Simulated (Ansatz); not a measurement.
Start from TlBiS$_{2}$ (space group R-3m, No. 166; a = 4.085 Å, c = 21.696 Å (hexagonal axes)). Axes: x lies along a and z along c of the hexagonal cell.

Modification: the cell is stretched by 1.20 % along z with no lateral relaxation; the atoms relax in the strained cell.

The values are results of Ansatz (a program for electronic structure) PBEsol, spin-orbit coupling left out, not measurements.

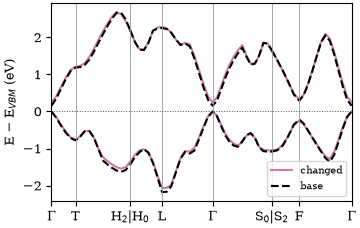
Figure. Highest valence and lowest conduction band along the path, each from its own valence-band maximum

The gap is 0.25 eV, direct at Γ; the base has 0.15 eV.

Spin-orbit coupling, missing from the scalar runs, can matter with Bi and Tl. No phonon test of stability was made. A zero or small gap of TlBiS2 can be the functional's error rather than a property of the material.
